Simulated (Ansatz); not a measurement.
**1/2<111> screw dislocation dipole in Li (150 atoms): support functions against a reference**

Wanted: errors and times of a linear-scaling basis for 1/2<111> screw dislocation dipole in Li (150 atoms).

Calculated with Ansatz 0.2.0; Kohn-Sham DFT, PBE, PAW (set soft_2), plane waves.

### 1. Set-up

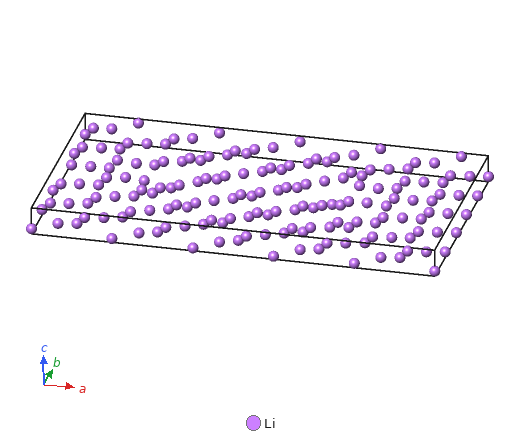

The cell as given, slightly off an axis (lithium purple). Some periodic images of atoms are drawn too.

The cell holds 150 atoms: 150 Li. Its edges and angles: a = 42.989 Å, b = 24.866 Å, c = 3.040 Å, α = 93.5°, β = 90.0°, γ = 90.0°. It derives from Li (bcc). Bcc Li (a = 3.51 Å), x, y, z along [11-2], [-110], [111], 5 x 5 x 1 period; two opposite 1/2<111> screw dislocations along z, half a cell apart on one glide plane, laid by the isotropic elastic field summed over images, cell tilted by half the Burgers vector; not relaxed, displaced by a Gaussian of 0.02 Å.

What the set-up can't give: The cell is under 6 Å thick along one periodic direction, so every atom has periodic images of itself close by, which move with it and show among its neighbours and in g(r). The host structure and its lattice constant were typed by rule, without a check against the phase diagram.

### 2. Plane-wave single point

This run is the reference for what follows, at a cutoff of 420 eV.

input.yaml

```yaml
crystal:
  lattice:
    - [42.98854, 0.0, 0.0]
    - [0.0, 24.81945, -1.51985]
    - [0.0, 0.0, 3.03975]
  atoms:
    - { symbol: Li, position: [0.90076, 0.09951, 0.19612] }
    - { symbol: Li, position: [0.96617, 0.1007, 0.51833] }
    - { symbol: Li, position: [0.80081, 0.99939, 0.1735] }
    - { symbol: Li, position: [0.86655, 0.00118, 0.50301] }
    - { symbol: Li, position: [0.93318, 0.99969, 0.86164] }
    - { symbol: Li, position: [0.89949, 0.29986, 0.21776] }
    - { symbol: Li, position: [0.96669, 0.30047, 0.54556] }
    - { symbol: Li, position: [0.80053, 0.20073, 0.23179] }
    - { symbol: Li, position: [0.86709, 0.19945, 0.54934] }
    - { symbol: Li, position: [0.9329, 0.19978, 0.88202] }
    - { symbol: Li, position: [0.69968, 0.09968, 0.19529] }
    - { symbol: Li, position: [0.76627, 0.09946, 0.53291] }
    - { symbol: Li, position: [0.83281, 0.10019, 0.87757] }
    - { symbol: Li, position: [0.60035, 0.99985, 0.11736] }
    - { symbol: Li, position: [0.66632, 0.00136, 0.47205] }
    - { symbol: Li, position: [0.73304, 0.00015, 0.83606] }
    - { symbol: Li, position: [0.90006, 0.5005, 0.2188] }
    - { symbol: Li, position: [0.9665, 0.49908, 0.54334] }
    - { symbol: Li, position: [0.7999, 0.40047, 0.27023] }
    - { symbol: Li, position: [0.8671, 0.40023, 0.57231] }
    - { symbol: Li, position: [0.93298, 0.40101, 0.89171] }
    - { symbol: Li, position: [0.69986, 0.30039, 0.3076] }
    - { symbol: Li, position: [0.76719, 0.30122, 0.61664] }
    - { symbol: Li, position: [0.83268, 0.29884, 0.90189] }
    - { symbol: Li, position: [0.60007, 0.20071, 0.27919] }
    - { symbol: Li, position: [0.66573, 0.19975, 0.60094] }
    - { symbol: Li, position: [0.73344, 0.20061, 0.90992] }
    - { symbol: Li, position: [0.49991, 0.10015, 0.20281] }
    - { symbol: Li, position: [0.56676, 0.1001, 0.529] }
    - { symbol: Li, position: [0.63351, 0.1001, 0.87415] }
    - { symbol: Li, position: [0.40056, 0.00015, 0.11168] }
    - { symbol: Li, position: [0.46637, 0.00034, 0.44574] }
    [... 112 atom lines left out ...]
    - { symbol: Li, position: [0.23372, 0.89992, 0.76159] }
    - { symbol: Li, position: [0.99998, 0.80038, 0.18488] }
    - { symbol: Li, position: [0.06704, 0.80144, 0.50138] }
    - { symbol: Li, position: [0.13255, 0.79907, 0.80512] }
    - { symbol: Li, position: [0.03318, 0.70031, 0.8433] }
    - { symbol: Li, position: [0.0338, 0.89969, 0.85108] }
kpoints:
  mp_grid: { grid: [1, 1, 7] }
hamiltonian:
  xc: pbe
scf:
  occupations: { method: cold, width: 0.15 }
output:
  forces: true
  stress: true
  populations: true
  dos:
    method: { smearing: { sigma: 0.15 } }
    de: 0.1
    projected: { site_lists: { Li: [Li] } }
  eigenvalues: true
  write_density: true
  write_potential: true
  volumetric_format: npy
  elf: true
```

On the command line:

```console
$ ansatz run input.yaml --threads 4 --pin off --max-ram 8192MiB --backend cpu --events-out ev --progress --plain --runs-dir out
```

Numbers of over 12 decimals in the logs are rounded to 6 here.

The log of the run:

```text
Engine: ansatz 0.2.0, aarch64-unknown-linux-gnu
Pseudopotentials: kind: paw
Pseudopotential: Li, paw, valence charge 3, recommended cutoff 420 eV (normal), Li.paw.azcp
[... 5 lines on functional and potentials left out ...]
Crystal: 150 atoms, lattice volume = 3243.267 Å³
Basis set: ecut = 420 eV, 63045 PW (Γ), exchange–correlation on 576×360×48 points (8 copies of the dense FFT grid, shifted against one another)
Bands: 375, of which v1, the nominal top of the filled ones, is band 225 counted from 1 (224 counted from 0)
Symmetry: 1 space group operations
Space group: P1 (ITA 1), of the structure as read, at distance tolerance 1.5e-4 Å
k-points: 4 of 7 (time reversal used)
[... 3 lines on functional and potentials left out ...]
Initial density: superposition of atomic densities (neutral atoms: chi_scale 0, normalization atom), corrected by the library's trained network
Initial wavefunctions: pseudopotential atomic-orbital guess
Functional: x = pbe(κ = 0.804, μ = 0.219515), c = pbe(β = 0.066725)
SCF iter   1: F=—  HF=-30702.511767 eV  |F-HF|=—  |Δ(HF+E_count)|=         —  Δρ=2.93e-4  dr2=3.10e-2  ethr=1.77e-3  ⟨swp⟩=11.8  Hψ=9627  notcnv=0  defer=142
preconditioner: auto → Kerker (q_TF=auto, 1.963 Å⁻¹)  [metal: Δε(μ)=0.010 eV  Ē_g=3.839 eV  σ=0.150 eV  W_gap=0.05  n_scr=324 (ndim 8)  ℏωp=8.0 eV  f_vac=0.000  D(μ)=76.62/eV (n_scr^D=368)]
SCF iter   2: F=—  HF=-30702.499711 eV  |F-HF|=—  |Δ(HF+E_count)|=   1.21e-2  S|Δr|=    0.00e0  Δρ=1.97e-4  dr2=1.22e-2  ethr=6.89e-6  ⟨swp⟩=1.2  Hψ=1740  notcnv=0  defer=142
SCF iter   3: F=—  HF=-30702.499546 eV  |F-HF|=—  |Δ(HF+E_count)|=   1.65e-4  S|Δr|=    0.00e0  Δρ=5.44e-5  dr2=3.07e-4  ethr=2.70e-6  ⟨swp⟩=1.8  Hψ=1135  notcnv=0  defer=142
SCF iter   4: F=—  HF=-30702.499555 eV  |F-HF|=—  |Δ(HF+E_count)|=   9.51e-6  S|Δr|=    0.00e0  Δρ=2.43e-5  dr2=1.06e-4  ethr=6.82e-8  ⟨swp⟩=2.0  Hψ=1172  notcnv=0  defer=142
SCF iter   5: F=—  HF=-30702.499556 eV  |F-HF|=—  |Δ(HF+E_count)|=   9.08e-7  S|Δr|=    0.00e0  Δρ=5.32e-6  dr2=4.59e-6  ethr=2.35e-8  ⟨swp⟩=1.5  Hψ=1103  notcnv=0  defer=142
SCF iter   6: F=—  HF=-30702.500320 eV  |F-HF|=—  |Δ(HF+E_count)|=   7.64e-4  S|Δr|=    0.00e0  Δρ=1.61e-6  dr2=3.51e-7  ethr=1.02e-9  ⟨swp⟩=2.0  Hψ=2035  notcnv=0  defer=142
SCF iter   7: F=-30702.500320 eV  HF=-30702.500320 eV  |F-HF|=9.18e-9  |Δ(HF+E_count)|=   4.89e-8  S|Δr|=    0.00e0  Δρ=4.80e-7  dr2=2.36e-8  ethr=2.22e-11  ⟨swp⟩=18.0  Hψ=10239  notcnv=0
SCF 1 converged in 7 iterations: F = -30702.500320 eV  dr2 = 2.36e-8
  greatest PAW one-centre occupation: 1.000 electrons in one spin orbital (limit 2), on the Li atom at site 75 (counted from 0), in its partial waves of l = 0
SCF converged after 7 iterations
Stability not checked: this state was not tested for a lower state beside it, because cold or Methfessel-Paxton smearing, or corrected tetrahedra, fill the levels in a way that the test cannot read (fill_not_monotonic; see scf.lower_state_search)
Free energy (F): -30702.500320 eV
Harris-Foulkes:  -30702.500320 eV  (|F-HF|=9.18e-9)
Internal energy: -30702.467639 eV  (E = F + TS)
E sigma→0 (E₀):  -30702.489426 eV
Entropy (-TS):   -0.032681 eV (-0.218 meV/atom)
Fermi energy:    0.796426 eV
Step filling:    the computed levels leave a gap of 0.0107 eV = 0.1 smearing widths at the electron count; against every level under it full and every level over it empty, smearing changes F+E_penalty+E_count by -52.775 meV and its σ→0 estimate by -41.882 meV
--- Per-component energies (eV) ---
  E_band       = -13819.380551
  E_kinetic    = 3147.143042
  E_local      = -20126.863583  (includes V_loc(G=0)·N_el)
  E_nonlocal   = -4990.661838
  E_hartree    = 5985.010507
  E_xc         = -1494.818933
  E_vxc        = -1923.695141  (∫ρ·V_xc dr)
  E_paw        = -3150.471661  (= ΣΔE_a)
  E_vpaw       = -1895.327906  (= ΣTr[D̂ρ^β])
  E_aug_tail   = 0.001740  (compensation charges beyond the density's cutoff)
  E_ewald      = -10071.806912
  E_smearing   = -0.032681  (= −TS)
  E_closure    = 0.000000  (closes the sum)
  Σ components = -30702.500320   (vs F -30702.500320, Δ=0.00e0)
--- Forces (eV/Å), atoms counted from 1 ---
  atom   1  Li    -0.05084251     0.02151353    -0.00792485
  atom   2  Li     0.03900125    -0.03293480     0.02473379
  atom   3  Li    -0.06142289     0.03236442     0.00217576
  atom   4  Li     0.02470380    -0.03589158     0.01140078
  atom   5  Li     0.00903347     0.01072748    -0.01073144
  atom   6  Li     0.01684014     0.00698357     0.00121579
  atom   7  Li    -0.00204146     0.00552412     0.00412138
  atom   8  Li    -0.03848941    -0.01194439     0.00784224
  atom   9  Li    -0.01358000    -0.00126880    -0.00045997
  atom  10  Li     0.02854015     0.01889631    -0.00518530
  atom  11  Li     0.01283936     0.03993613     0.00559891
  atom  12  Li     0.01493964     0.02118244    -0.00387481
  atom  13  Li     0.02695204     0.00273509    -0.00833211
  atom  14  Li    -0.01421469     0.00744435    -0.00441208
[...]
atom 149  Li     0.00232032    -0.01167723     0.00233198
  atom 150  Li    -0.03168006     0.01318550    -0.00320146
  max |Σ_I F_I| component: 2.20e-6 eV/Å
--- Stress (GPa, compression-positive) ---
       -0.721507      -0.040935       0.003851
       -0.040935      -0.688359       0.183598
        0.003851       0.183598      -1.045031
  P = ⅓ Tr σ = -0.8183 GPa (-8.183 kbar)
--- Band table (eV) ---
  k-point 0: bands = ["-45.8634", "-45.8484", "-45.8401", "-45.8349", [... 359 levels ...], "5.2799", "5.2829", "5.2931", "5.2993", "5.3001", "5.3054", "6.1523", "6.1702", "6.3393", "6.3438", "6.3490", "6.3596"]
[...]
--- Löwdin populations: 150 sites ---
  site symbol       q [e]
     0     Li      2.9124
     1     Li      2.9146
     2     Li      2.9155
[...]
149     Li      2.9185
  spilling = 0.028388 (of n_electrons = 450.000000)
```

It took 8.5 min on 4 threads of Arm Neoverse V1, shared host; peak memory 7 GiB; 34 min of CPU time.

The program notes that it cut back its work space to fit the memory limit.

The run gave:

| Property | Result |
| --- | --- |
| free energy | -30702.5003 eV |
| free energy per atom | -204.6833 eV/atom |
| SCF cycles | 7 |
| pressure | -0.8183 GPa |
| r.m.s. force component | 0.02613 eV/Å |
| longest force | 0.1235 eV/Å |
| Fermi energy | 0.7964 eV |
| levels partly filled by over 2 per cent | 40 |
| spilling of the projection | 0.02839 |

The r.m.s. force component of 0.026 eV/Å sets the scale for the differences below.

### 3. Support functions medium

The cell is solved in localised support functions. The level medium gives here a grid of 180×108×12 points and a radius of 4.17 Å.

This step: Kohn-Sham DFT, PBE, PAW (set soft_2), localised support functions (medium) (Ansatz 0.2.0).

input.yaml, the sections that differ from step 2:

```yaml
scf:
  occupations: { method: cold, width: 0.15 }
  eigensolver: { kind: { support_functions: { accuracy: medium } } }
  max_iter: 150
output:
  forces: true
# crystal, kpoints, hamiltonian: as in step 2
```

The log of the run:

```text
Warning: scf.eigensolver.kind.support_functions: disabling space-group detection — the functions' gradient is summed over unrotated k-points, so no spatial operation reduces the k-mesh or symmetrises the density; time reversal is kept, so that k and −k are solved as one point where they differ and the mesh holds both, and exact exchange and, on two spinor components, a DFT+U term hold to it where the run has them: [...]
settings of this run that can trade accuracy for cost: scf.eigensolver.kind.support_functions [...]
[...]
Crystal: 150 atoms, lattice volume = 3243.267 Å³
Basis set: ecut = 420 eV, 63045 PW (Γ), exchange–correlation on 576×360×48 points (8 copies of the dense FFT grid, shifted against one another)
Bands: 270, of which v1, the nominal top of the filled ones, is band 225 counted from 1 (224 counted from 0)
Symmetry: 1 space group operations
k-points: 4 of 7 (time reversal used)
[...]
Eigensolver: Support functions (medium, 180×108×12 points, laid for a spacing of at most 0.257060 Å, radius 4.165144 Å, 1 species' potentials softened for the grid, 1 wholly corrected for its errors in the mean over positions, 1 with the egg-box correction, energy correction by stochastic trace)
[...]
SCF iter   1: F=—  HF=-30693.084579 eV  |F-HF|=—  |Δ(HF+E_count)|=         —  Δρ=3.75e-3  dr2=8.49e-1  ethr=1.00e-1
[...]
SCF iter   8: F=—  HF=-30702.506122 eV  |F-HF|=—  |Δ(HF+E_count)|=   1.19e-3  S|Δr|=    0.00e0  Δρ=1.07e-6  dr2=2.18e-8  ethr=5.22e-11  κ⁻¹=9.3e-8(r=6)
SCF iter   9: F=-30702.507024 eV  HF=-30702.507024 eV  |F-HF|=1.84e-8  |Δ(HF+E_count)|=   9.02e-4  S|Δr|=    0.00e0  Δρ=6.71e-7  dr2=7.50e-9  ethr=4.85e-12
SCF 1 converged in 9 iterations: F = -30702.514760 eV  dr2 = 7.50e-9
[...]
SCF converged after 9 iterations
[...]
Free energy (F): -30702.514760 eV
[...]
Internal energy: -30702.482210 eV  (E = F + TS)
E sigma→0 (E₀):  -30702.503910 eV
Entropy (-TS):   -0.032550 eV (-0.217 meV/atom)
Fermi energy:    0.796086 eV
[...]
Σ components = -30702.514760   (vs F -30702.514760, Δ=0.00e0)
--- Forces (eV/Å), atoms counted from 1 ---
  atom   1  Li    -0.05150662     0.02132404    -0.01064478
  atom   2  Li     0.03948104    -0.03316935     0.02129795
  atom   3  Li    -0.06213006     0.03219653     0.00048114
  atom   4  Li     0.02480319    -0.03598295     0.01058877
[...]
atom 150  Li    -0.03208218     0.01293360    -0.00662455
  max |Σ_I F_I| component: 6.65e-2 eV/Å
--- Band table (eV) ---
[...]
guard bands above this table: 3 of the run's 270 bands (output.publish_guard_bands: true publishes all)
[...]
```

Wall time 2.4 min (4 threads); peak memory 4.5 GiB.

The program notes that the band table was not solved further than the SCF left it and it switched symmetry off.

Keys that differ from the reference: support_functions.accuracy = "medium" and scf.max_iter = 150.

Forces differ from the reference by 1.4 meV/Å r.m.s.; the energy by -0.096 meV/atom.

### 4. Support functions low

The level low is asked for. Here it resolves to the same grid and radius as in the run with support functions medium, so the basis is not new.

This step: Kohn-Sham DFT, PBE, PAW (set soft_2), localised support functions (low) (Ansatz 0.2.0).

input.yaml, the sections that differ from step 3:

```yaml
scf:
  occupations: { method: cold, width: 0.15 }
  eigensolver: { kind: { support_functions: { accuracy: low } } }
  max_iter: 150
# crystal, kpoints, hamiltonian, output: as in step 3
```

The log of the run:

```text
[...]
Crystal: 150 atoms, lattice volume = 3243.267 Å³
Basis set: ecut = 420 eV, 63045 PW (Γ), exchange–correlation on 576×360×48 points (8 copies of the dense FFT grid, shifted against one another)
Bands: 270, of which v1, the nominal top of the filled ones, is band 225 counted from 1 (224 counted from 0)
Symmetry: 1 space group operations
k-points: 4 of 7 (time reversal used)
[...]
Eigensolver: Support functions (low, 180×108×12 points, laid for a spacing of at most 0.257060 Å, radius 4.165144 Å, 1 species' potentials softened for the grid, 1 wholly corrected for its errors in the mean over positions, 1 with the egg-box correction, energy correction by stochastic trace)
[...]
SCF iter   1: F=—  HF=-30693.084579 eV  |F-HF|=—  |Δ(HF+E_count)|=         —  Δρ=3.75e-3  dr2=8.49e-1  ethr=1.00e-1
[...]
SCF iter   8: F=—  HF=-30702.506122 eV  |F-HF|=—  |Δ(HF+E_count)|=   1.19e-3  S|Δr|=    0.00e0  Δρ=1.07e-6  dr2=2.18e-8  ethr=5.22e-11  κ⁻¹=9.3e-8(r=6)
SCF iter   9: F=-30702.507024 eV  HF=-30702.507024 eV  |F-HF|=1.84e-8  |Δ(HF+E_count)|=   9.02e-4  S|Δr|=    0.00e0  Δρ=6.71e-7  dr2=7.50e-9  ethr=4.85e-12
SCF 1 converged in 9 iterations: F = -30702.514760 eV  dr2 = 7.50e-9
[...]
SCF converged after 9 iterations
[...]
Free energy (F): -30702.514760 eV
[...]
Internal energy: -30702.482210 eV  (E = F + TS)
E sigma→0 (E₀):  -30702.503910 eV
Entropy (-TS):   -0.032550 eV (-0.217 meV/atom)
Fermi energy:    0.796086 eV
[...]
Σ components = -30702.514760   (vs F -30702.514760, Δ=0.00e0)
--- Forces (eV/Å), atoms counted from 1 ---
  atom   1  Li    -0.05150662     0.02132404    -0.01064478
  atom   2  Li     0.03948104    -0.03316935     0.02129795
  atom   3  Li    -0.06213006     0.03219653     0.00048114
  atom   4  Li     0.02480319    -0.03598295     0.01058877
[...]
atom 150  Li    -0.03208218     0.01293360    -0.00662455
  max |Σ_I F_I| component: 6.65e-2 eV/Å
--- Band table (eV) ---
[...]
```

Wall time 2.4 min (4 threads); peak memory 4.5 GiB; 9.5 min of CPU time.

Keys that differ from the reference: support_functions.accuracy = "low" and scf.max_iter = 150.

Forces differ from the reference by 1.4 meV/Å r.m.s.; the energy by -0.096 meV/atom.

### 5. Support functions high

The cell is solved in localised support functions. The level high gives here a grid of 216×120×18 points and a radius of 4.98 Å.

This step: Kohn-Sham DFT, PBE, PAW (set soft_2), localised support functions (high) (Ansatz 0.2.0).

input.yaml, the sections that differ from step 4:

```yaml
scf:
  occupations: { method: cold, width: 0.15 }
  eigensolver: { kind: { support_functions: { accuracy: high } } }
  max_iter: 150
# crystal, kpoints, hamiltonian, output: as in step 4
```

The log of the run:

```text
[...]
Crystal: 150 atoms, lattice volume = 3243.267 Å³
Basis set: ecut = 420 eV, 63045 PW (Γ), exchange–correlation on 576×360×48 points (8 copies of the dense FFT grid, shifted against one another)
Bands: 270, of which v1, the nominal top of the filled ones, is band 225 counted from 1 (224 counted from 0)
Symmetry: 1 space group operations
k-points: 4 of 7 (time reversal used)
[...]
Eigensolver: Support functions (high, 216×120×18 points, laid for a spacing of at most 0.220337 Å, radius 4.984916 Å, 0 species' potentials softened for the grid, 1 wholly corrected for its errors in the mean over positions, 1 with the egg-box correction, energy correction by stochastic trace)
[...]
SCF iter   1: F=—  HF=-30693.860712 eV  |F-HF|=—  |Δ(HF+E_count)|=         —  Δρ=3.97e-3  dr2=9.25e-1  ethr=1.00e-1
[...]
SCF iter  13: F=—  HF=-30702.550739 eV  |F-HF|=—  |Δ(HF+E_count)|=   1.73e-5  S|Δr|=    0.00e0  Δρ=1.73e-8  dr2=7.92e-12  ethr=1.00e-12  κ⁻¹=8.1e-9(r=7)
SCF iter  14: F=-30702.550753 eV  HF=-30702.550753 eV  |F-HF|=7.28e-12  |Δ(HF+E_count)|=   1.47e-5  S|Δr|=    0.00e0  Δρ=3.37e-8  dr2=3.39e-11  ethr=1.00e-12
SCF 1 converged in 14 iterations: F = -30702.551068 eV  dr2 = 3.39e-11
[...]
SCF converged after 14 iterations
[...]
Free energy (F): -30702.551068 eV
[...]
Internal energy: -30702.518400 eV  (E = F + TS)
E sigma→0 (E₀):  -30702.540179 eV
Entropy (-TS):   -0.032668 eV (-0.218 meV/atom)
Fermi energy:    0.796141 eV
[...]
Σ components = -30702.551068   (vs F -30702.551068, Δ=0.00e0)
--- Forces (eV/Å), atoms counted from 1 ---
  atom   1  Li    -0.05085470     0.02144587    -0.00792678
  atom   2  Li     0.03889524    -0.03284252     0.02469711
  atom   3  Li    -0.06142806     0.03228153     0.00215166
  atom   4  Li     0.02479316    -0.03575068     0.01138205
[...]
atom 150  Li    -0.03157097     0.01313859    -0.00322694
  max |Σ_I F_I| component: 8.09e-4 eV/Å
--- Band table (eV) ---
[...]
```

Run time: 7.6 min. Hardware: 4 threads; peak memory 7.1 GiB; 30 min of CPU time.

Keys that differ from the reference: support_functions.accuracy = "high" and scf.max_iter = 150.

Forces differ from the reference by 0.069 meV/Å r.m.s.; the energy by -0.34 meV/atom.

(Continued in part 2 of 3.)

[Logs are printed without paths, hosts, clocks, repeated set-up lines and the standing remarks that a program may print on its own settings, such as how far it seeks lower states.]

[Hosts, paths, dates, database ids (printed as entryN), source tags and the programs' standing remarks are cut or masked in the printed files.]
